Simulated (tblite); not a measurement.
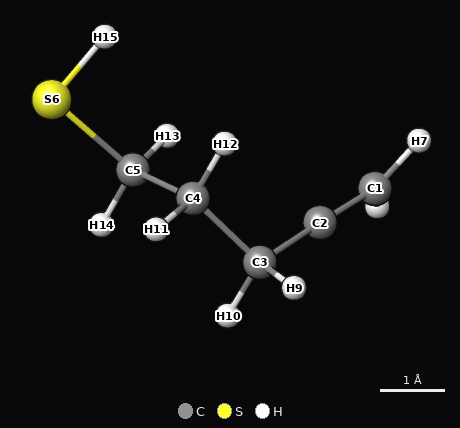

C5H9S (multiplicity 2), before the relaxation. A ball-and-stick model, seen from a free direction.

The calculation used GFN2-xTB geometry optimisation, gas phase (tblite).

```xyz
15

C     2.3370    1.1177   -0.6112
C     1.5975    0.1170   -0.2414
C     0.7927   -1.0355    0.2004
C    -0.5707   -0.5861    0.7502
C    -1.4804   -0.0067   -0.3112
S    -3.1100    0.4129    0.3757
H     2.7176    1.8301    0.1111
H     2.5760    1.2724   -1.6529
H     1.3309   -1.5876    0.9744
H     0.6336   -1.7241   -0.6366
H    -1.0548   -1.4752    1.2027
H    -0.4206    0.1320    1.5672
H    -1.0548    0.9066   -0.7377
H    -1.6262   -0.7257   -1.1319
H    -2.6722    1.3602    1.2343
```

> Where does the relaxation end?

After 85 geometry steps the energy has fallen by 0.198 eV. The atom that moves furthest after the best rigid fit is H8 (0.61 Å). By element the largest moves are H 0.61 Å, C 0.44 Å, S 0.14 Å. Among the contacts that change: S6–H15 1.351 → 1.331 Å, C4–H11 1.109 → 1.092 Å, C2–C3 1.473 → 1.459 Å, C1–H8 1.080 → 1.094 Å. Bond angles that change, for instance: C1–C2–C3 178.3° → 143.0°, H7–C1–H8 118.1° → 113.8°, S6–C5–H14 108.3° → 104.8°.

Final geometry:

```xyz
15

C     2.2859    1.0099   -0.6969
C     1.5673    0.3380    0.1420
C     0.8301   -0.9100    0.3060
C    -0.6137   -0.6718    0.7718
C    -1.3889    0.1340   -0.2569
S    -3.1279    0.3960    0.2359
H     2.7073    1.9743   -0.4520
H     2.5322    0.6629   -1.7046
H     1.3424   -1.5279    1.0495
H     0.8105   -1.4730   -0.6410
H    -1.1084   -1.6320    0.9308
H    -0.6018   -0.1346    1.7232
H    -0.9292    1.1084   -0.4220
H    -1.4467   -0.3964   -1.2075
H    -2.8638    1.1301    1.3147
```

After the run, drawn alike:

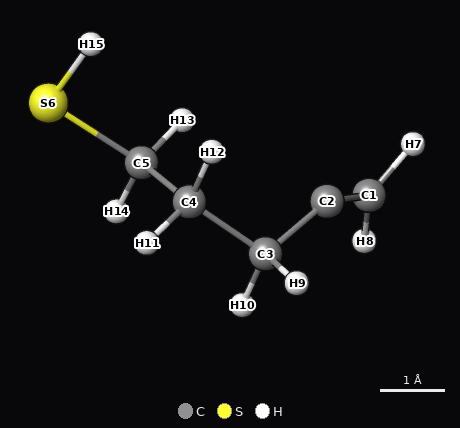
